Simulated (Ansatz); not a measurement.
**Two runs on C₃H₇AlCl₂O**

System: C₃H₇AlCl₂O, SMILES CC(C)[O][Al]([Cl])[Cl].
Method of run A: RKS PBE-QIDH (frozen core)/def2-TZVPP (Ansatz 0.2.0).

The geometry comes from this level: PBE0-D4/def2-TZVP. Text and figures count atoms from 1; the logs count them from 0 in places.

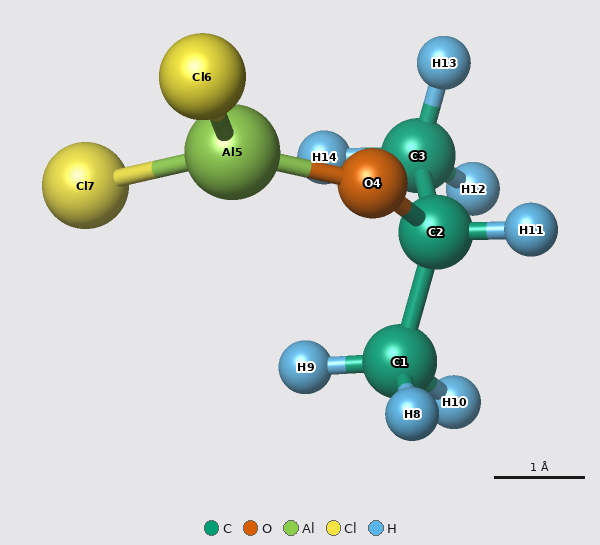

**Figure 1.** The structure as given in the input (ball-and-stick view, seen at a tilt; atoms are numbered from 1 in the order of the input). Sticks mark near contacts. Bond lengths as drawn: Al–Cl 2.07 to 2.08 Å, Al–O 1.66 Å, C–C 1.52 Å, C–H 1.09 to 1.10 Å and C–O 1.41 Å.

## The input, run A
```yaml
crystal:
  periodic: [false, false, false]
  atoms:
    - {symbol: C, position_ang: [-1.175786, -0.729783, 0.755018]}
    - {symbol: C, position_ang: [0.195082, -0.083834, 0.782853]}
    - {symbol: C, position_ang: [1.249472, -0.942913, 0.113820]}
    - {symbol: O, position_ang: [0.150279, 1.197033, 0.189507]}
    - {symbol: Al, position_ang: [-0.167955, 1.890955, -1.287181]}
    - {symbol: Cl, position_ang: [-0.041497, 3.953555, -1.457508]}
    - {symbol: Cl, position_ang: [-0.687406, 0.779393, -2.971238]}
    - {symbol: H, position_ang: [-1.914343, -0.080295, 1.229263]}
    - {symbol: H, position_ang: [-1.488306, -0.922361, -0.275790]}
    - {symbol: H, position_ang: [-1.165678, -1.682543, 1.289484]}
    - {symbol: H, position_ang: [0.485580, 0.077873, 1.828180]}
    - {symbol: H, position_ang: [1.345974, -1.904457, 0.623385]}
    - {symbol: H, position_ang: [2.220866, -0.444828, 0.138133]}
    - {symbol: H, position_ang: [0.980720, -1.136996, -0.928926]}
basis:
  gaussian: {orbitals: def2-TZVPP}
hamiltonian: {xc: {name: PBE-QIDH}}
```

Command:
```bash
ansatz run in.yaml --threads 4 --pin off --events-out ev --progress --plain --max-ram 11315MiB
```

Hardware: 4 threads of Arm Neoverse V1, 23 GiB of memory available, shared host.

## Output (run A)
```
Functional definition: PBE-QIDH
  parameter a = 3^(-1/3)
  parameter c = 1/3
  exchange = (1 - a)*pbe_x + a*exact_x
  correlation = (1 - c)*pbe_c + c*(mp2_os + mp2_ss)
2060 factors; integrals over basis functions are off by at most 1.1e-3 eV
mean field evaluation 1: about -36879.9755 eV, gradient 5.2e1 eV
mean field evaluation 2: about -36880.2062 eV, gradient 5.2e1 eV
mean field evaluation 4: about -36885.8927 eV, gradient 7.0e0 eV
mean field evaluation 8: about -36885.9976 eV, gradient 4.6e-1 eV
mean field evaluation 16: about -36885.9980 eV, gradient 1.7e-4 eV
mean field -36885.99801561 eV, -1355.5354248464 hartree, gradient 2.7e-6 eV, S^2 0.000000; 0 other end points of the search recorded, 0 dependent functions left out
19 core orbitals not correlated: weight in the atoms' cores, before any rotation towards them, 1.000 or more for the frozen orbitals, at most 0.000 for the correlated occupied ones
reference -36885.99803116 eV, -1355.5354254178 hartree; 21, 21 occupied and 308, 308 virtual orbitals, 2060 factors
second order -36.80687221 eV of doubles, -0.00000000 eV of singles
Total energy: -36898.26698857 eV, -1355.9863012862 hartree
```

For run B the input was changed thus:
```diff
-hamiltonian: {xc: {name: PBE-QIDH}}
+hamiltonian: {xc: {name: B2PLYP}}
```

Predict how the results change.

The total energies belong to different methods, so their difference says nothing on which is more stable or more accurate. The functional changes from PBE-QIDH to B2PLYP.

## Output (run B)
```
Functional definition: B2PLYP
  parameter a = 0.53
  parameter c = 0.27
  exchange = (1 - a)*b88_x + a*exact_x
  correlation = (1 - c)*lyp_c + c*(mp2_os + mp2_ss)
2060 factors; integrals over basis functions are off by at most 1.1e-3 eV
mean field evaluation 1: about -36890.1241 eV, gradient 6.1e1 eV
mean field evaluation 2: about -36890.3022 eV, gradient 6.1e1 eV
mean field evaluation 4: about -36897.8043 eV, gradient 1.1e1 eV
mean field evaluation 8: about -36898.0367 eV, gradient 6.7e-1 eV
mean field evaluation 16: about -36898.0376 eV, gradient 1.7e-4 eV
mean field -36898.03760620 eV, -1355.9778716397 hartree, gradient 8.4e-6 eV, S^2 0.000000; 0 other end points of the search recorded, 0 dependent functions left out
19 core orbitals not correlated: weight in the atoms' cores, before any rotation towards them, 1.000 or more for the frozen orbitals, at most 0.000 for the correlated occupied ones
reference -36898.03782191 eV, -1355.9778795668 hartree; 21, 21 occupied and 308, 308 virtual orbitals, 2060 factors
second order -39.59810850 eV of doubles, -0.00000000 eV of singles
Total energy: -36908.72931120 eV, -1356.3707845515 hartree
```

## The two runs side by side

```csv
quantity,run A,run B
outcome,converged,converged
total energy (hartree),−1355.986301,−1356.370785
basis functions,348,348
wall time (shared host),18 s,17 s
```
